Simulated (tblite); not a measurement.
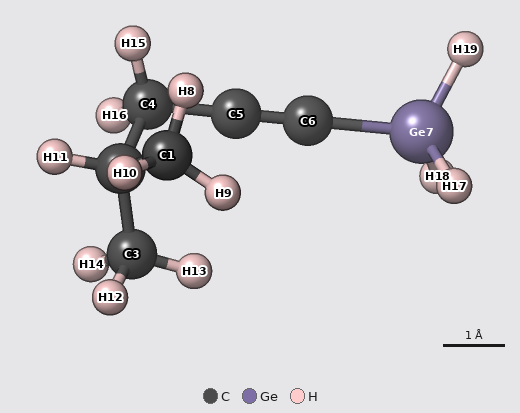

Fig. 1: The starting structure (ball-and-stick view, seen at a tilt; atoms are numbered from 1 in the order of the input). Sticks mark near contacts.

# C₆H₁₂Ge: geometry relaxation (part 1 of 4)

- system: C₆H₁₂Ge, SMILES CC(C)CC#[C][GeH3]
- method: GFN2-xTB geometry optimisation, gas phase (tblite 0.8.0)

It belongs to a series of runs on one base structure; here: constitutional isomer.

## What the program printed
```
step      E/eV     max force
  0    -566.14403    1.932
  1    -566.29216    2.178
  2    -566.34111    2.952
  3    -566.44934    0.680
  4    -566.50948    0.830
  5    -566.54496    0.607
  6    -566.56114    0.276
  7    -566.57162    0.307
  8    -566.57765    0.320
  9    -566.58295    0.191
 10    -566.58650    0.136
 11    -566.58930    0.172
 12    -566.59207    0.206
 13    -566.59553    0.176
 14    -566.59952    0.159
 15    -566.60315    0.147
 16    -566.60572    0.130
 17    -566.60766    0.110
 18    -566.60939    0.106
 19    -566.61097    0.097
 20    -566.61253    0.093
 21    -566.61415    0.101
 22    -566.61589    0.118
 23    -566.61769    0.098
 24    -566.61956    0.097
 25    -566.62160    0.114
 26    -566.62382    0.138
 27    -566.62600    0.118
 28    -566.62803    0.101
 29    -566.62998    0.113
 30    -566.63196    0.120
 31    -566.63404    0.122
 32    -566.63622    0.123
 33    -566.63856    0.114
 34    -566.64103    0.140
 35    -566.64133    0.195
 36    -566.64419    0.093
 37    -566.64500    0.061
 38    -566.64642    0.087
 39    -566.64711    0.105
 40    -566.64835    0.076
 41    -566.64880    0.042
 42    -566.64912    0.045
 43    -566.64944    0.059
 44    -566.64980    0.059
 45    -566.65004    0.030
 46    -566.65018    0.029
 47    -566.65029    0.032
 48    -566.65041    0.035
 49    -566.65050    0.022
 50    -566.65054    0.019
 51    -566.65057    0.019
 52    -566.65061    0.023
 53    -566.65068    0.032
 54    -566.65077    0.032
 55    -566.65087    0.020
 56    -566.65095    0.019
 57    -566.65103    0.026
 58    -566.65111    0.027
 59    -566.65120    0.020
 60    -566.65129    0.021
 61    -566.65139    0.023
 62    -566.65149    0.029
 63    -566.65160    0.024
 64    -566.65167    0.018
 65    -566.65174    0.019
 66    -566.65181    0.026
 67    -566.65190    0.031
 68    -566.65198    0.021
 69    -566.65205    0.022
 70    -566.65213    0.025
 71    -566.65222    0.033
 72    -566.65230    0.030
 73    -566.65235    0.020
 74    -566.65239    0.021
 75    -566.65244    0.030
 76    -566.65254    0.042
 77    -566.65269    0.049
 78    -566.65286    0.038
 79    -566.65300    0.026
 80    -566.65310    0.025
 81    -566.65319    0.033
 82    -566.65326    0.027
 83    -566.65331    0.014
 84    -566.65334    0.013
 85    -566.65337    0.019
 86    -566.65340    0.019
 87    -566.65342    0.013
 88    -566.65343    0.013
 89    -566.65345    0.013
 90    -566.65348    0.021
 91    -566.65352    0.020
 92    -566.65356    0.012
 93    -566.65359    0.011
 94    -566.65362    0.019
 95    -566.65366    0.026
 96    -566.65371    0.021
 97    -566.65374    0.013
 98    -566.65377    0.014
 99    -566.65380    0.017
100    -566.65384    0.024
101    -566.65389    0.019
102    -566.65392    0.012
103    -566.65393    0.011
104    -566.65395    0.011
105    -566.65397    0.016
106    -566.65399    0.026
107    -566.65401    0.029
108    -566.65403    0.010
```

## Trajectory as extended XYZ (Å, eV, eV/Å), 43 of the 109 frames kept, from step=0 to step=108
```
19
Properties=species:S:1:pos:R:3:forces:R:3 step=0 energy=-566.14403
C    -1.6896   -0.0588    0.7301   -0.3940  -0.0830   0.1550
C    -1.5520    0.1907   -0.7672   -1.3000   0.0140   0.5110
C    -1.2255   -1.0928   -1.4849   -1.2610  -0.7850  -1.2360
C    -0.5351    1.2732   -0.9402    0.9550   0.3530  -0.0830
C     0.7238    0.8016   -0.3303   -0.6400   0.8810  -0.7900
C     1.7681    0.4337    0.1393    0.6530  -0.0870   0.2170
Ge    3.4340   -0.1421    0.8647    0.2500  -0.4610   0.0060
H    -1.3641    0.8723    1.2359   -0.6750  -0.7540   0.1970
H    -0.9890   -0.8638    1.0161   -0.6440   0.3550   0.1200
H    -2.7640   -0.3215    0.8963    1.1320   0.1160   0.5590
H    -2.5264    0.6040   -1.1375    0.5270  -0.4210   0.0360
H    -2.0436   -1.8379   -1.2886    0.6850   0.5880  -0.1110
H    -0.2917   -1.5654   -1.1921    0.0460   0.3470  -0.0490
H    -1.2583   -0.9026   -2.5867    0.3400  -0.3020   0.7540
H    -0.9050    2.1984   -0.4265    0.5260  -0.5510  -0.5330
H    -0.4438    1.4306   -2.0261    0.4710   0.3590   0.3310
H     3.1014   -1.3594    1.7836    0.2690   0.6140  -0.3770
H     4.3928   -0.6262   -0.2752   -0.5550   0.2530   0.5670
H     4.1582    0.9753    1.6436   -0.3840  -0.4370  -0.2720
19
Properties=species:S:1:pos:R:3:forces:R:3 step=3 energy=-566.44934
C    -1.7011   -0.0621    0.7334    0.0800  -0.0230  -0.1460
C    -1.5813    0.1850   -0.7553    0.4580  -0.0180  -0.2360
C    -1.2595   -1.1092   -1.5117    0.2500   0.3750   0.3800
C    -0.5112    1.2733   -0.9458   -0.1340  -0.4250  -0.0900
C     0.7375    0.8317   -0.3517    0.3600   0.1770  -0.1480
C     1.7725    0.4402    0.1364    0.2540   0.0340   0.0110
Ge    3.4410   -0.1612    0.8634   -0.2820   0.1190  -0.1070
H    -1.3990    0.8393    1.2513   -0.2900   0.0210   0.3830
H    -1.0192   -0.8504    1.0240   -0.0590  -0.1750   0.1910
H    -2.7234   -0.3211    0.9324   -0.2840  -0.2190   0.5780
H    -2.5158    0.5902   -1.1401   -0.2020   0.0200  -0.1000
H    -2.0282   -1.8267   -1.2928   -0.3380  -0.3610  -0.0130
H    -0.3017   -1.5417   -1.1993   -0.1700   0.2810  -0.0830
H    -1.2429   -0.9152   -2.5713    0.0800  -0.0560  -0.3500
H    -0.8781    2.1781   -0.4511    0.2350   0.0650  -0.1140
H    -0.4169    1.4505   -2.0151    0.3560   0.2070  -0.0990
H     3.1160   -1.3287    1.7651    0.1450   0.1870  -0.0860
H     4.3644   -0.6138   -0.2466   -0.2150   0.0610   0.1730
H     4.1372    0.9511    1.6290   -0.2430  -0.2720  -0.1440
19
Properties=species:S:1:pos:R:3:forces:R:3 step=5 energy=-566.54496
C    -1.7045   -0.0653    0.7296   -0.1550  -0.0640   0.1940
C    -1.5733    0.1831   -0.7618   -0.2030   0.1380   0.0300
C    -1.2647   -1.1000   -1.5072   -0.1650  -0.1810  -0.2550
C    -0.5043    1.2544   -0.9542    0.2060   0.2190  -0.1420
C     0.7626    0.8537   -0.3699    0.5370  -0.2480   0.1350
C     1.7882    0.4460    0.1348   -0.4240   0.2820  -0.3130
Ge    3.4278   -0.1614    0.8570   -0.1550   0.1670  -0.0240
H    -1.4307    0.8267    1.2799   -0.1080   0.0960   0.1830
H    -1.0346   -0.8555    1.0385    0.0940  -0.1710   0.1020
H    -2.7211   -0.3338    0.9803   -0.1620  -0.1650   0.1680
H    -2.5208    0.5851   -1.1465    0.0710   0.0220   0.0060
H    -2.0380   -1.8396   -1.2962    0.0380   0.0380  -0.0800
H    -0.3124   -1.5165   -1.2056    0.1990   0.0130   0.1070
H    -1.2321   -0.9241   -2.5823   -0.0330  -0.0330   0.0250
H    -0.8526    2.1722   -0.4683    0.1130   0.0380  -0.0200
H    -0.3845    1.4702   -2.0163    0.1890   0.0020  -0.1200
H     3.1302   -1.3062    1.7534    0.0120  -0.0990   0.1110
H     4.3408   -0.6056   -0.2261    0.0230  -0.0590  -0.1350
H     4.1143    0.9259    1.6151   -0.0780   0.0060   0.0290
19
Properties=species:S:1:pos:R:3:forces:R:3 step=8 energy=-566.57765
C    -1.7160   -0.0721    0.7444   -0.0070  -0.0180   0.0320
C    -1.5774    0.1878   -0.7597    0.0400  -0.0350   0.0770
C    -1.2711   -1.1044   -1.5155    0.0890   0.0750   0.0940
C    -0.4883    1.2585   -0.9667   -0.0860  -0.0130  -0.0180
C     0.7772    0.8567   -0.3865   -0.2730   0.0120  -0.1670
C     1.7935    0.4599    0.1233    0.1790  -0.0070   0.0170
Ge    3.4129   -0.1540    0.8522    0.0980  -0.0980   0.0180
H    -1.4555    0.8246    1.3059   -0.0810  -0.0680   0.0240
H    -1.0374   -0.8666    1.0517   -0.0360   0.0660   0.0100
H    -2.7312   -0.3539    1.0131    0.0110  -0.0930  -0.0480
H    -2.5201    0.5885   -1.1494    0.0290   0.0870   0.0370
H    -2.0410   -1.8444   -1.3048    0.0360   0.0100  -0.0510
H    -0.3071   -1.5028   -1.2016   -0.0290   0.0000   0.0110
H    -1.2312   -0.9302   -2.5888   -0.0490   0.0080   0.0060
H    -0.8301    2.1751   -0.4776    0.0830   0.0870  -0.0160
H    -0.3540    1.4778   -2.0281    0.0410  -0.0700  -0.0630
H     3.1368   -1.3039    1.7572   -0.0270  -0.0360   0.0440
H     4.3312   -0.6068   -0.2289   -0.0120  -0.0270  -0.0880
H     4.0987    0.9194    1.6140   -0.0070   0.1210   0.0830
19
Properties=species:S:1:pos:R:3:forces:R:3 step=10 energy=-566.58650
C    -1.7215   -0.0758    0.7528    0.0210   0.0130  -0.1040
C    -1.5781    0.1889   -0.7533    0.0390   0.0210  -0.0180
C    -1.2682   -1.1023   -1.5139    0.0230   0.1000   0.0890
C    -0.4890    1.2622   -0.9730   -0.0650  -0.0890   0.0230
C     0.7734    0.8511   -0.3973    0.0410  -0.0350   0.0110
C     1.7966    0.4684    0.1147    0.0570  -0.0080  -0.0260
Ge    3.4147   -0.1565    0.8523    0.0640  -0.0320   0.0120
H    -1.4681    0.8213    1.3160   -0.0810  -0.0630   0.0280
H    -1.0382   -0.8670    1.0568   -0.0240   0.0620   0.0220
H    -2.7359   -0.3682    1.0176    0.0480  -0.0620  -0.0740
H    -2.5167    0.5967   -1.1466    0.0000   0.0330   0.0610
H    -2.0382   -1.8439   -1.3118    0.0260  -0.0050   0.0070
H    -0.3044   -1.5004   -1.1979   -0.0440   0.0100  -0.0170
H    -1.2356   -0.9308   -2.5890    0.0070   0.0450   0.0460
H    -0.8177    2.1835   -0.4809    0.0600   0.0380  -0.0740
H    -0.3425    1.4730   -2.0375   -0.0710  -0.0740   0.0300
H     3.1359   -1.3087    1.7637   -0.0130   0.0330  -0.0200
H     4.3295   -0.6105   -0.2394   -0.0440   0.0020  -0.0020
H     4.0941    0.9280    1.6210   -0.0430   0.0120   0.0050
19
Properties=species:S:1:pos:R:3:forces:R:3 step=13 energy=-566.59553
C    -1.7259   -0.0785    0.7506   -0.0200  -0.0140   0.0670
C    -1.5775    0.1943   -0.7483   -0.0470   0.0420   0.0110
C    -1.2662   -1.0918   -1.5060   -0.0670  -0.0770  -0.0870
C    -0.4899    1.2575   -0.9753    0.1680   0.0450   0.0240
C     0.7761    0.8411   -0.4058    0.1310  -0.0300   0.0830
C     1.8084    0.4746    0.1025   -0.0190  -0.0350  -0.0250
Ge    3.4226   -0.1605    0.8533   -0.0690   0.0860  -0.0210
H    -1.4933    0.8107    1.3302   -0.0540   0.0630   0.0170
H    -1.0404   -0.8596    1.0647    0.0880  -0.0250  -0.0070
H    -2.7338   -0.3918    1.0098   -0.0390  -0.0540  -0.0950
H    -2.5143    0.6091   -1.1355   -0.0460   0.0080   0.0150
H    -2.0308   -1.8424   -1.3161   -0.0180   0.0180   0.0690
H    -0.3058   -1.4958   -1.1956    0.0410   0.0280   0.0220
H    -1.2378   -0.9235   -2.5812    0.0400   0.0810   0.0070
H    -0.7964    2.1948   -0.4961    0.0170  -0.0400  -0.0500
H    -0.3427    1.4567   -2.0419   -0.0850  -0.0730   0.0090
H     3.1332   -1.3083    1.7669   -0.0060   0.0280  -0.0280
H     4.3219   -0.6140   -0.2495    0.0090  -0.0010   0.0240
H     4.0827    0.9367    1.6276   -0.0250  -0.0510  -0.0370
19
Properties=species:S:1:pos:R:3:forces:R:3 step=15 energy=-566.60315
C    -1.7305   -0.0818    0.7516   -0.0210  -0.0320   0.1420
C    -1.5780    0.2023   -0.7430   -0.0190  -0.0310   0.0800
C    -1.2678   -1.0845   -1.5019   -0.0220  -0.0520  -0.0550
C    -0.4792    1.2529   -0.9747    0.0560   0.0320  -0.0200
C     0.7860    0.8311   -0.4090   -0.0560   0.0640  -0.0180
C     1.8238    0.4750    0.0909    0.0060  -0.0670   0.0330
Ge    3.4257   -0.1585    0.8525   -0.0230   0.0070  -0.0200
H    -1.5240    0.8046    1.3457   -0.0550   0.0830  -0.0170
H    -1.0357   -0.8530    1.0719    0.1010  -0.0120  -0.0390
H    -2.7343   -0.4201    0.9931   -0.0590  -0.0450  -0.0680
H    -2.5164    0.6222   -1.1226    0.0070   0.0020  -0.0130
H    -2.0262   -1.8404   -1.3137   -0.0620   0.0250   0.0600
H    -0.3059   -1.4880   -1.1924    0.0260   0.0510   0.0220
H    -1.2360   -0.9085   -2.5738    0.0230   0.0540  -0.0600
H    -0.7734    2.2030   -0.5161    0.0040  -0.0380   0.0320
H    -0.3513    1.4337   -2.0450    0.0140  -0.0510  -0.0590
H     3.1301   -1.3040    1.7663   -0.0040   0.0210  -0.0280
H     4.3143   -0.6170   -0.2560    0.0500   0.0050   0.0480
H     4.0690    0.9403    1.6305    0.0330  -0.0180  -0.0220
19
Properties=species:S:1:pos:R:3:forces:R:3 step=18 energy=-566.60939
C    -1.7352   -0.0870    0.7625    0.0090   0.0050  -0.0650
C    -1.5784    0.2053   -0.7324    0.0320  -0.0140  -0.0190
C    -1.2705   -1.0808   -1.5014    0.0120   0.0600   0.0510
C    -0.4710    1.2500   -0.9767   -0.0960  -0.0400  -0.0180
C     0.7918    0.8289   -0.4112   -0.0180   0.0370  -0.0320
C     1.8306    0.4690    0.0840   -0.0640  -0.0260   0.0100
Ge    3.4274   -0.1571    0.8502    0.0240  -0.0240  -0.0030
H    -1.5540    0.8080    1.3550   -0.0730  -0.0200  -0.0140
H    -1.0215   -0.8474    1.0737    0.0080   0.0610   0.0140
H    -2.7399   -0.4468    0.9732    0.0340  -0.0380   0.0280
H    -2.5155    0.6318   -1.1129    0.0470  -0.0170   0.0160
H    -2.0292   -1.8356   -1.3060   -0.0150   0.0360  -0.0180
H    -0.3046   -1.4768   -1.1885   -0.0330   0.0260  -0.0160
H    -1.2330   -0.8918   -2.5731   -0.0240  -0.0150   0.0240
H    -0.7565    2.2058   -0.5270   -0.0160  -0.0090   0.0270
H    -0.3564    1.4099   -2.0528    0.0500  -0.0160  -0.0070
H     3.1269   -1.2990    1.7629   -0.0040  -0.0110  -0.0030
H     4.3155   -0.6187   -0.2552    0.0720   0.0030   0.0390
H     4.0635    0.9415    1.6302    0.0520   0.0030  -0.0130
19
Properties=species:S:1:pos:R:3:forces:R:3 step=21 energy=-566.61415
C    -1.7383   -0.0903    0.7641   -0.0050   0.0180  -0.0340
C    -1.5767    0.2058   -0.7265   -0.0250   0.0570  -0.0480
C    -1.2729   -1.0732   -1.4978   -0.0110  -0.0270  -0.0240
C    -0.4737    1.2456   -0.9809    0.0830   0.0550   0.0160
C     0.7929    0.8336   -0.4173    0.0520  -0.0650   0.0320
C     1.8254    0.4593    0.0817   -0.0140  -0.0020   0.0000
Ge    3.4303   -0.1583    0.8475   -0.0350   0.0370  -0.0050
H    -1.5877    0.8087    1.3586   -0.0460  -0.0170  -0.0050
H    -1.0083   -0.8338    1.0769    0.0030   0.0540   0.0480
H    -2.7379   -0.4723    0.9631    0.0600  -0.0510   0.0340
H    -2.5092    0.6357   -1.1049   -0.0700   0.0170  -0.0180
H    -2.0342   -1.8254   -1.3025    0.0080   0.0050  -0.0300
H    -0.3069   -1.4648   -1.1875    0.0180  -0.0450   0.0040
H    -1.2344   -0.8818   -2.5692   -0.0400  -0.0200   0.0240
H    -0.7485    2.2044   -0.5308   -0.0570   0.0050  -0.0340
H    -0.3524    1.3909   -2.0594   -0.0120   0.0300   0.0350
H     3.1243   -1.2971    1.7595    0.0030  -0.0330   0.0180
H     4.3295   -0.6193   -0.2472    0.0630  -0.0060   0.0070
H     4.0688    0.9417    1.6268    0.0240  -0.0090  -0.0200
19
Properties=species:S:1:pos:R:3:forces:R:3 step=23 energy=-566.61769
C    -1.7416   -0.0918    0.7616   -0.0090   0.0080   0.0710
C    -1.5766    0.2114   -0.7252   -0.0490   0.0150   0.0120
C    -1.2750   -1.0666   -1.4944   -0.0070  -0.0510  -0.0480
C    -0.4700    1.2447   -0.9832    0.0580   0.0440   0.0160
C     0.7964    0.8317   -0.4223   -0.0240  -0.0460   0.0340
C     1.8242    0.4510    0.0791    0.0810  -0.0080   0.0200
Ge    3.4314   -0.1576    0.8450    0.0190  -0.0240   0.0110
H    -1.6245    0.8058    1.3635   -0.0180   0.0470  -0.0060
H    -0.9977   -0.8158    1.0852    0.0410   0.0390   0.0190
H    -2.7301   -0.5019    0.9572    0.0240  -0.0550  -0.0080
H    -2.5099    0.6422   -1.0983   -0.0770   0.0350  -0.0490
H    -2.0370   -1.8168   -1.3030   -0.0160  -0.0400   0.0020
H    -0.3084   -1.4578   -1.1863    0.0170  -0.0590   0.0110
H    -1.2394   -0.8745   -2.5634   -0.0200  -0.0100  -0.0650
H    -0.7434    2.2057   -0.5394   -0.0420   0.0370  -0.0320
H    -0.3494    1.3759   -2.0625   -0.0150   0.0740   0.0050
H     3.1223   -1.2978    1.7583    0.0180  -0.0040   0.0010
H     4.3454   -0.6206   -0.2405    0.0160   0.0040   0.0220
H     4.0735    0.9420    1.6229    0.0030  -0.0070  -0.0150
```
